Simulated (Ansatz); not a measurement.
# HfN (rocksalt): how the settings move a single-point run, part 2 of 2

Aim: see which settings change the result for HfN (rocksalt), by how much, and at what cost.

Ansatz 0.2.0; reference level DFT PBE, spin-orbit coupling, plane waves, PAW.

### Step 5. Variant: occupations.method cold, occupations.width 0.2

File input.yaml:

```yaml
crystal:
  lattice:
    - [0.0, 2.2726372263, 2.2726372263]
    - [2.2726372263, 0.0, 2.2726372263]
    - [2.2726372263, 2.2726372263, 0.0]
  atoms:
    - { symbol: Hf, position: [0.5, 0.5, 0.5] }
    - { symbol: "N", position: [0.0, 0.0, 0.0] }
basis:
  ecutwfc: 420
  ecutrho_ratio: 4
kpoints:
  mp_grid: { grid: [12, 12, 12] }
hamiltonian:
  xc: pbe
scf:
  occupations: { method: cold, width: 0.2 }
output:
  forces: true
  stress: true
  write_density: true
  write_potential: true
  elf: true
  volumetric_format: npy
magnetization:
  noncollinear: true
  spin_orbit: true
```

The run is started by

```console
> ansatz run input.yaml --threads 4 --pin off --max-ram 7168MiB --backend cpu --events-out ev --progress --plain --runs-dir out
```

The program printed:

```text
Warning: RAYON_NUM_THREADS=4 ignored (pool sized by the plan → 4); use --threads N
Engine: ansatz 0.2.0, aarch64-unknown-linux-gnu
Pseudopotentials: kind: paw_fr
Pseudopotential: Hf, paw_fr, valence charge 26, recommended cutoff 420 eV (normal), Hf.paw.azcp#standard-fr
Pseudopotential: N, paw_fr, valence charge 5, recommended cutoff 420 eV (normal), N.paw.azcp#standard-fr
Functional definition: PBE
  parameter kappa = 0.804
  parameter beta = 0.06672455060314922
  exchange = pbe_x(kappa = kappa, mu = beta*pi^2/3)
  correlation = pbe_c(beta = beta)
non-collinear run that drives no moment, with spin-orbit: no starting moment large enough to seed its density (crystal.atoms[].spin), no starting occupations that ask for one, no magnetisation constraint and no magnetic field, so the semilocal B_xc is pinned to zero
Crystal: 2 atoms, lattice volume = 23.476 Å³
Basis set: ecut = 420 eV, 459 PW (Γ), exchange–correlation on 48×48×48 points (8 copies of the dense FFT grid, shifted against one another)
Bands: 40, of which v1, the nominal top of the filled ones, is band 31 counted from 1 (30 counted from 0)
Symmetry: 48 space group operations + 48 with time reversal
Magnetic group: BNS 225.117 (UNI 1619), of the structure as read, at distance tolerance 2.9e-5 Å
k-points: 72 of 1728
Projection manifold: j_resolved (fully-relativistic pseudo-atomic orbitals)
Non-local potential: Hf, projectors of the file, l = 0: 3, l = 1: 4, l = 2: 4, l = 3: 6
Non-local potential: N, projectors of the file, l = 0: 2, l = 1: 4, l = 2: 2
PAW form: soft (Blöchl's): semilocal exchange-correlation on the pseudo side does not see the compensation charge
PAW one-centre angular grid: Hf, 590 points (default); XC on 64 Gauss nodes
PAW one-centre angular grid: N, 110 points (default); XC on 64 Gauss nodes
Initial density: superposition of atomic densities (chi_scale 0.1, normalization cell, long waves kept (reshape's long-wave potential 0.00 eV rms))
Initial wavefunctions: pseudopotential atomic-orbital guess
Functional: x = pbe(κ = 0.804, μ = 0.2195149727645171), c = pbe(β = 0.06672455060314922)
SCF iter   1: F=—  HF=-16127.338169 eV  |F-HF|=—  |Δ(HF+E_count)|=         —  Δρ=4.79e-2  dr2=2.98e-1  dr2_m=0.00e0 (ungated)  ethr=3.10e-3  |M|=0.00e0 ∫|m|=0.00e0 μB  |m|>n=0.0e0 m-floor=0.0e0 τ_xc=0.0e0  β_m=0.30  ⟨swp⟩=5.3  Hψ=5625  notcnv=0
preconditioner: auto → none  [insulator: Δε(μ)=0.148 eV  Ē_g=19.013 eV  σ=0.200 eV  W_gap=0.52  n_scr=14 (ndim 8)  ℏωp=41.3 eV  f_vac=0.000  D(μ)=0.35/eV (n_scr^D=0)  ε∞_Penn≈5.7]
SCF iter   2: F=—  HF=-16127.307414 eV  |F-HF|=—  |Δ(HF+E_count)|=   3.08e-2  S|Δr|=    0.00e0  Δρ=3.36e-2  dr2=7.88e-2  dr2_m=0.00e0 (ungated)  ethr=9.61e-4  |M|=0.00e0 ∫|m|=0.00e0 μB  |m|>n=0.0e0 m-floor=0.0e0 τ_xc=0.0e0  β_m=0.39  ⟨swp⟩=1.4  Hψ=1790  notcnv=0  defer=58
SCF iter   3: F=—  HF=-16127.314085 eV  |F-HF|=—  |Δ(HF+E_count)|=   6.67e-3  S|Δr|=    0.00e0  Δρ=1.57e-2  dr2=2.42e-2  dr2_m=0.00e0 (ungated)  ethr=2.54e-4  |M|=0.00e0 ∫|m|=0.00e0 μB  |m|>n=0.0e0 m-floor=0.0e0 τ_xc=0.0e0  β_m=0.45  ⟨swp⟩=1.8  Hψ=1426  notcnv=0  defer=58
SCF iter   4: F=—  HF=-16127.315735 eV  |F-HF|=—  |Δ(HF+E_count)|=   1.65e-3  S|Δr|=    0.00e0  Δρ=1.29e-3  dr2=1.94e-4  dr2_m=0.00e0 (ungated)  ethr=7.81e-5  |M|=0.00e0 ∫|m|=0.00e0 μB  |m|>n=0.0e0 m-floor=0.0e0 τ_xc=0.0e0  β_m=0.41  ⟨swp⟩=2.0  Hψ=2396  notcnv=0  defer=36
SCF iter   5: F=—  HF=-16127.315695 eV  |F-HF|=—  |Δ(HF+E_count)|=   3.98e-5  S|Δr|=    0.00e0  Δρ=4.63e-4  dr2=1.95e-5  dr2_m=0.00e0 (ungated)  ethr=6.25e-7  |M|=0.00e0 ∫|m|=0.00e0 μB  |m|>n=0.0e0 m-floor=0.0e0 τ_xc=0.0e0  β_m=0.62  ⟨swp⟩=2.0  Hψ=2470  notcnv=0  defer=32
SCF iter   6: F=—  HF=-16127.315697 eV  |F-HF|=—  |Δ(HF+E_count)|=   1.84e-6  S|Δr|=    0.00e0  Δρ=6.51e-5  dr2=6.95e-7  dr2_m=0.00e0 (ungated)  ethr=6.28e-8  |M|=0.00e0 ∫|m|=0.00e0 μB  |m|>n=0.0e0 m-floor=0.0e0 τ_xc=0.0e0  β_m=0.76  ⟨swp⟩=2.1  Hψ=2226  notcnv=0  defer=28
SCF iter   7: F=-16127.315697 eV  HF=-16127.315697 eV  |F-HF|=6.98e-10  |Δ(HF+E_count)|=   4.04e-7  S|Δr|=    0.00e0  Δρ=7.03e-6  dr2=4.87e-9  dr2_m=0.00e0 (ungated)  ethr=3.23e-10  |M|=0.00e0 ∫|m|=0.00e0 μB  |m|>n=0.0e0 m-floor=0.0e0 τ_xc=0.0e0  ⟨swp⟩=13.8  Hψ=13355  notcnv=0
SCF 1 converged in 7 iterations: F = -16127.315697 eV  dr2 = 4.87e-9
SCF converged after 7 iterations
Stability not checked: this state was not tested for a lower state beside it, because cold or Methfessel-Paxton smearing, or corrected tetrahedra, fill the levels in a way that the test cannot read (fill_not_monotonic; see scf.lower_state_search)
Magnetization: |M| = 0.0000 μB,  M = (+0.0000, +0.0000, +0.0000) μB
Absolute magnetization: 0.0000 μB (∫|m|)
  site 0: m = (+0.0000, +0.0000, +0.0000) μB, |m| = 0.0000 μB  (R = 0.94 Å)
  site 1: m = (+0.0000, +0.0000, +0.0000) μB, |m| = 0.0000 μB  (R = 0.94 Å)
Free energy (F): -16127.315697 eV
Harris-Foulkes:  -16127.315697 eV  (|F-HF|=6.98e-10)
Internal energy: -16127.318899 eV  (E = F + TS)
E sigma→0 (E₀):  -16127.316764 eV
Entropy (-TS):   0.003202 eV (1.601 meV/atom)
Fermi energy:    23.455521 eV
Step filling:    the computed levels leave a gap of 0.0124 eV = 0.1 smearing widths at the electron count; against every level under it full and every level over it empty, smearing changes F+E_penalty+E_count by +0.606 meV and its σ→0 estimate by -0.461 meV
--- Per-component energies (eV) ---
  E_band       = 167.864593
  E_kinetic    = 556.094027
  E_local      = -4769.965239  (includes V_loc(G=0)·N_el)
  E_nonlocal   = -1200.046319
  E_hartree    = 2260.377157
  E_xc         = -361.065137
  E_vxc        = -344.440181  (∫ρ·V_xc dr)
  E_paw        = -7072.877300  (= ΣΔE_a)
  E_vpaw       = 1405.468769  (= ΣTr[D̂ρ^β])
  E_aug_tail   = 0.000097  (compensation charges beyond the density's cutoff)
  E_ewald      = -5539.836185
  E_smearing   = 0.003202  (= −TS)
  E_closure    = 0.000000  (closes the sum)
  Σ components = -16127.315697   (vs F -16127.315697, Δ=0.00e0)
--- Forces (eV/Å), atoms counted from 1 ---
  atom   1  Hf     0.00000000    -0.00000000     0.00000000
  atom   2  N     -0.00000000     0.00000000    -0.00000000
  max |Σ_I F_I| component: 3.16e-29 eV/Å
--- Stress (GPa, compression-positive) ---
       -0.006122       0.000000       0.000000
        0.000000      -0.006122       0.000000
        0.000000       0.000000      -0.006122
  P = ⅓ Tr σ = -0.0061 GPa (-0.061 kbar)
--- Band table (eV; the first three rows and the last of 72) ---
  k-point 0: bands = ["-39.2192", "-39.2192", "-13.3855", "-13.3855", "-5.5426", "-5.5426", "-5.5426", "-5.5426", "6.0357", "6.0357", "9.9299", "9.9299", "9.9299", "9.9299", "9.9628", "9.9628", "11.6025", "11.6025", "11.6897", "11.6897", "11.6993", "11.6993", "11.6993", "11.6993", "20.4148", "20.4148", "20.5782", "20.5782", "20.5782", "20.5782", "22.9991", "22.9991", "22.9991", "22.9991", "23.2998", "23.2998", "25.0526", "25.0526", "25.4163", "25.4163"]
  k-point 1: bands = ["-39.2155", "-39.2155", "-13.3995", "-13.3995", "-5.6027", "-5.6027", "-5.5492", "-5.5492", "6.1879", "6.1879", "9.9314", "9.9314", "9.9320", "9.9320", "9.9627", "9.9627", "11.6073", "11.6073", "11.6899", "11.6899", "11.6983", "11.6983", "11.6988", "11.6988", "19.8334", "19.8334", "20.1053", "20.1053", "20.1598", "20.1598", "23.1887", "23.1887", "23.2543", "23.2543", "23.5053", "23.5053", "25.5578", "25.5578", "25.9216", "25.9216"]
  k-point 2: bands = ["-39.2051", "-39.2051", "-13.4381", "-13.4381", "-5.7607", "-5.7607", "-5.5669", "-5.5669", "6.6077", "6.6077", "9.9358", "9.9358", "9.9398", "9.9398", "9.9624", "9.9624", "11.6219", "11.6219", "11.6894", "11.6894", "11.6962", "11.6962", "11.7004", "11.7004", "18.5119", "18.5119", "19.3149", "19.3149", "19.3267", "19.3267", "23.5177", "23.5177", "23.8630", "23.8630", "24.0253", "24.0253", "26.6939", "26.6939", "27.1418", "27.1418"]
  k-point 71: bands = ["-39.1439", "-39.1439", "-13.6502", "-13.6502", "-6.1895", "-6.1895", "-6.0330", "-6.0330", "7.6475", "7.6475", "9.9509", "9.9509", "9.9619", "9.9619", "9.9802", "9.9802", "11.6708", "11.6708", "11.6984", "11.6984", "11.7034", "11.7034", "11.7255", "11.7255", "17.3892", "17.3892", "17.6896", "17.6896", "18.2631", "18.2631", "24.4995", "24.4995", "24.6284", "24.6284", "28.5471", "28.5471", "29.1549", "29.1549", "29.4809", "29.4809"]
```

Run time: 4.6 s. Hardware: 4 threads of Arm Neoverse V1, shared host; peak memory 0.52 GiB.

Changing the smearing hardly moves the energy: -0.2 meV/atom.

### Step 6. Changed: hubbard.sites [{species: Hf, l: d, u_eff: 1.0}], hubbard.double_counting fll, occupations.width 0.3

File input.yaml:

```yaml
crystal:
  lattice:
    - [0.0, 2.2726372263, 2.2726372263]
    - [2.2726372263, 0.0, 2.2726372263]
    - [2.2726372263, 2.2726372263, 0.0]
  atoms:
    - { symbol: Hf, position: [0.5, 0.5, 0.5] }
    - { symbol: "N", position: [0.0, 0.0, 0.0] }
basis:
  ecutwfc: 420
  ecutrho_ratio: 4
kpoints:
  mp_grid: { grid: [12, 12, 12] }
hamiltonian:
  xc: pbe
  hubbard: { sites: [{ species: Hf, l: d, u_eff: 1.0 }], double_counting: fll }
scf:
  occupations: { method: gaussian, width: 0.3 }
output:
  forces: true
  stress: true
magnetization:
  noncollinear: true
  spin_orbit: true
```

The run is started by

```console
> ansatz run input.yaml --threads 4 --pin off --max-ram 7168MiB --backend cpu --events-out ev --progress --plain --runs-dir out
```

The program printed:

```text
Warning: RAYON_NUM_THREADS=4 ignored (pool sized by the plan → 4); use --threads N
Hf: projections on atomic orbitals take those of the free atom [Kr 4d10] 4f14 5s2 5p6 5d2 6s2, of charge +0.00 (hamiltonian.pseudopotentials.projection_atoms); the dataset's partial waves leave at most 1.3e-6 of an orbital's norm unspanned inside its sphere
N: projections on atomic orbitals take those of the free atom [He] 2s2 2p3, of charge +0.00 (hamiltonian.pseudopotentials.projection_atoms); the dataset's partial waves leave at most 3.0e-12 of an orbital's norm unspanned inside its sphere
[... 9 set-up lines as earlier in the session ...]
non-collinear run that drives no moment, with spin-orbit: no starting moment large enough to seed its density (crystal.atoms[].spin), no starting occupations that ask for one, no magnetisation constraint and no magnetic field, so the semilocal B_xc is pinned to zero
Crystal: 2 atoms, lattice volume = 23.476 Å³
Basis set: ecut = 420 eV, 459 PW (Γ), exchange–correlation on 48×48×48 points (8 copies of the dense FFT grid, shifted against one another)
Bands: 40, of which v1, the nominal top of the filled ones, is band 31 counted from 1 (30 counted from 0)
[... 1 set-up line as earlier in the session ...]
Magnetic group: BNS 225.117 (UNI 1619), of the structure as read, at distance tolerance 2.9e-5 Å
k-points: 72 of 1728
Projection manifold: j_resolved (fully-relativistic pseudo-atomic orbitals)
[... 8 set-up lines as earlier in the session ...]
iter 1 solved again at ethr=1.34e-3 eV; its pass at ethr=3.10e-3 eV (dr2=4.16e-1 eV) is discarded
SCF iter   1: F=—  HF=-16126.315554 eV  |F-HF|=—  |Δ(HF+E_count)|=         —  Δρ=5.07e-2  dr2=4.15e-1  dr2_m=0.00e0 (ungated)  ethr=1.34e-3  |M|=0.00e0 ∫|m|=0.00e0 μB  |m|>n=0.0e0 m-floor=0.0e0 τ_xc=0.0e0  β_m=0.30  ⟨swp⟩=1.0  Hψ=14715  notcnv=0
preconditioner: auto → Kerker (q_TF=auto, 2.858 Å⁻¹)  [metal: Δε(μ)=0.112 eV  Ē_g=19.198 eV  σ=0.300 eV  W_gap=0.21  n_scr=14 (ndim 8)  ℏωp=41.3 eV  f_vac=0.000  D(μ)=0.55/eV (n_scr^D=0)]
spin=Noncollinear: Kerker preconditioning applied to the charge; magnetization (m_x, m_y, m_z) channels mix plain (no charge-response kernel on spin).
SCF iter   2: F=—  HF=-16126.296292 eV  |F-HF|=—  |Δ(HF+E_count)|=   1.93e-2  Δρ=3.69e-2  dr2=1.80e-1  dr2_m=0.00e0 (ungated)  ethr=1.34e-3  |M|=0.00e0 ∫|m|=0.00e0 μB  |m|>n=0.0e0 m-floor=0.0e0 τ_xc=0.0e0  β_m=0.60  ⟨swp⟩=1.1  Hψ=2890  notcnv=0
SCF iter   3: F=—  HF=-16126.302267 eV  |F-HF|=—  |Δ(HF+E_count)|=   5.97e-3  Δρ=9.93e-3  dr2=1.25e-2  dr2_m=0.00e0 (ungated)  ethr=5.80e-4  |M|=0.00e0 ∫|m|=0.00e0 μB  |m|>n=0.0e0 m-floor=0.0e0 τ_xc=0.0e0  β_m=0.71  ⟨swp⟩=1.8  Hψ=3142  notcnv=0
SCF iter   4: F=—  HF=-16126.302984 eV  |F-HF|=—  |Δ(HF+E_count)|=   7.17e-4  Δρ=2.60e-3  dr2=1.06e-3  dr2_m=0.00e0 (ungated)  ethr=4.03e-5  |M|=0.00e0 ∫|m|=0.00e0 μB  |m|>n=0.0e0 m-floor=0.0e0 τ_xc=0.0e0  β_m=0.64  ⟨swp⟩=2.1  Hψ=4444  notcnv=0
SCF iter   5: F=—  HF=-16126.302425 eV  |F-HF|=—  |Δ(HF+E_count)|=   5.59e-4  Δρ=1.33e-3  dr2=2.66e-4  dr2_m=0.00e0 (ungated)  ethr=3.41e-6  |M|=0.00e0 ∫|m|=0.00e0 μB  |m|>n=0.0e0 m-floor=0.0e0 τ_xc=0.0e0  β_m=0.75  ⟨swp⟩=2.1  Hψ=5044  notcnv=0
SCF iter   6: F=—  HF=-16126.302456 eV  |F-HF|=—  |Δ(HF+E_count)|=   3.08e-5  Δρ=3.37e-4  dr2=1.82e-5  dr2_m=0.00e0 (ungated)  ethr=8.58e-7  |M|=0.00e0 ∫|m|=0.00e0 μB  |m|>n=0.0e0 m-floor=0.0e0 τ_xc=0.0e0  β_m=0.88  ⟨swp⟩=2.0  Hψ=4170  notcnv=0
SCF iter   7: F=—  HF=-16126.302456 eV  |F-HF|=—  |Δ(HF+E_count)|=   3.80e-7  Δρ=8.47e-5  dr2=1.26e-6  dr2_m=0.00e0 (ungated)  ethr=5.87e-8  |M|=0.00e0 ∫|m|=0.00e0 μB  |m|>n=0.0e0 m-floor=0.0e0 τ_xc=0.0e0  β_m=0.94  ⟨swp⟩=2.8  Hψ=5560  notcnv=0
SCF iter   8: F=-16126.302456 eV  HF=-16126.302456 eV  |F-HF|=6.46e-9  |Δ(HF+E_count)|=   2.52e-7  Δρ=9.04e-6  dr2=1.54e-8  dr2_m=0.00e0 (ungated)  ethr=3.23e-10  |M|=0.00e0 ∫|m|=0.00e0 μB  |m|>n=0.0e0 m-floor=0.0e0 τ_xc=0.0e0  ⟨swp⟩=3.8  Hψ=12815  notcnv=0
SCF 1 converged in 8 iterations: F = -16126.302456 eV  dr2 = 1.54e-8
SCF converged after 8 iterations
Magnetization: |M| = 0.0000 μB,  M = (+0.0000, +0.0000, +0.0000) μB
Absolute magnetization: 0.0000 μB (∫|m|)
  site 0: m = (+0.0000, +0.0000, +0.0000) μB, |m| = 0.0000 μB  (R = 0.94 Å)
  site 1: m = (+0.0000, +0.0000, +0.0000) μB, |m| = 0.0000 μB  (R = 0.94 Å)
Free energy (F): -16126.302456 eV
Harris-Foulkes:  -16126.302456 eV  (|F-HF|=6.46e-9)
Internal energy: -16126.278973 eV  (E = F + TS)
E sigma→0 (E₀):  -16126.290715 eV
Entropy (-TS):   -0.023483 eV (-11.742 meV/atom)
Fermi energy:    23.619621 eV
--- Per-component energies (eV) ---
  E_band       = 167.864455
  E_kinetic    = 556.174221
  E_local      = -4769.402010  (includes V_loc(G=0)·N_el)
  E_nonlocal   = -1199.971022
  E_hartree    = 2259.752507
  E_xc         = -361.111362
  E_vxc        = -344.487090  (∫ρ·V_xc dr)
  E_hubbard    = 1.020496  (on-site DFT+U / exact-exchange correction)
  E_vhub       = 0.609548  (the Hubbard potential's part of the band-sum identity)
  E_paw        = -7072.905714  (= ΣΔE_a)
  E_vpaw       = 1405.436924  (= ΣTr[D̂ρ^β])
  E_aug_tail   = 0.000097  (compensation charges beyond the density's cutoff)
  E_ewald      = -5539.836185
  E_smearing   = -0.023483  (= −TS)
  E_closure    = -0.000000  (closes the sum)
  Σ components = -16126.302456   (vs F -16126.302456, Δ=0.00e0)
--- Hubbard shell moments (per corrected site; Tr N, ν in electrons; μ in μ_B) ---
  shell 0: Tr N=2.8629  μ_S=(+0.0000, -0.0000, -0.0000)  μ_L=(+0.0000, -0.0000, -0.0000)  μ=(+0.0000, -0.0000, -0.0000)  ν=0.0264 (axis n/a)
--- Forces (eV/Å), atoms counted from 1 ---
  atom   1  Hf    -0.00000000    -0.00000000    -0.00000000
  atom   2  N      0.00000000    -0.00000000    -0.00000000
  max |Σ_I F_I| component: 1.07e-24 eV/Å
--- Stress (GPa, compression-positive) ---
        1.469272       0.000000       0.000000
        0.000000       1.469272       0.000000
       -0.000000       0.000000       1.469272
  P = ⅓ Tr σ = 1.4693 GPa (14.693 kbar)
Occupation matrices written to <dir>
```

Run time: 6.5 s. Hardware: 4 threads of Arm Neoverse V1, shared host; peak memory 0.62 GiB.

Changing the Hubbard U and smearing moves the energy by +512.8 meV/atom (σ→0 values), and the pressure goes from 0.0 to 1.5 GPa. The U term adds an energy of its own, so the shift says nothing about which run is better. Cost: 6.5 s against 4.1 s.

### Step 7. Comparison

This closing draws on all 2 parts.

```
                                                                                                   run     ending                                                energy change  pressure (GPa)  gap (eV)  force (eV/Å)  cycles   time
                                                                                             reference  converged                                                            0             0.0      0.00          0.00       8  4.1 s
                                                          1: ecutwfc 700 eV, mp_grid.grid [15, 15, 15]  converged                                                +0.2 meV/atom             0.0      0.00          0.00       8  7.7 s
                                              2: xc r2scan, lower_state_search standard, chi_scale 0.1  converged                                               not comparable            -4.0      0.00          0.00      10  9.8 s
                                                     3: occupations.method cold, occupations.width 0.2  converged                                          -0.2 meV/atom (σ→0)             0.0      0.00          0.00       7  4.6 s
4: hubbard.sites [{species: Hf, l: d, u_eff: 1.0}], hubbard.double_counting fll, occupations.width 0.3  converged  +512.8 meV/atom (σ→0) (U changed: no physical gain or loss)             1.5      0.00          0.00       8  6.5 s
```

Times don't compare one to one where runs were asked for different outputs or read a saved state (see the inputs); cycles may leave out searches for a lower state.

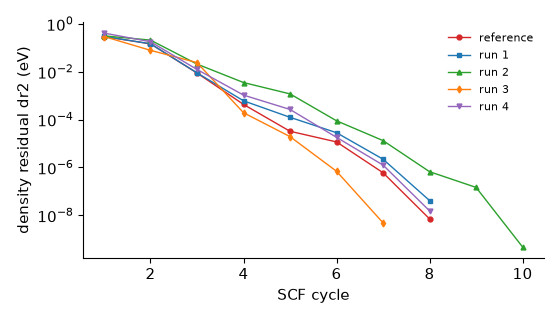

Residual by cycle in the longest SCF loop of each run; runs are numbered as in the table.

What this shows: Run 2 ran under the cutoff that the potentials recommend, as the log warns, so basis error is mixed into its values. A changed U is a change of model: its shifts are not errors of convergence.
